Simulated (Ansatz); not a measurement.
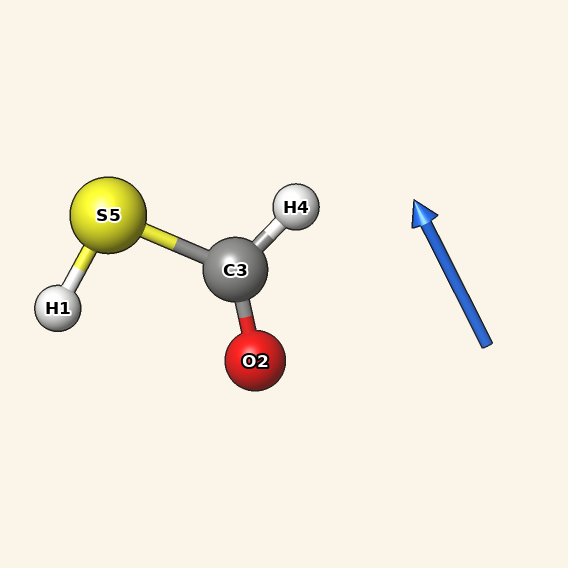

The arrow beside the molecule shows the direction of the dipole moment, from the negative to the positive end (its length means nothing). Computed geometry: PBE0-D4/def2-TZVP optimisation. Level of theory: RKS PBE0-D4/def2-TZVP (Ansatz 0.2.0).

**How large is the dipole moment?**

1.57 D; it points from the side of O2 to the side of S5 (the outermost atoms at the two ends).
